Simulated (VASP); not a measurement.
Band structure of PrCd (space group Pm-3m). These are PBEsol GGA, VASP's PBE PAW potentials (set 64) (plane waves; VASP) values and carry that method's errors.

The 4f electrons are frozen in the core of the lanthanide potential, so 4f levels, which can set the real gap, and their magnetism are missing.

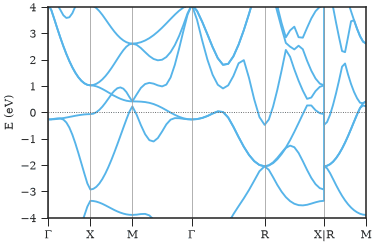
*Bands along high-symmetry lines, zero at the valence-band maximum or, without a gap, the Fermi level*

Problem. Read the plot: is there a gap, and where are the band edges?

Solution. It has no gap at this level: it comes out as a metal or semimetal. (Edges off the drawn lines would not show.)

The structure comes from a computed database's PrCd entry (Pm-3m); how it stands against other phases isn't given here. It was relaxed first, which changed the volume by -5 %. The electron count is odd and the run is not spin-polarised, which forces a metal.
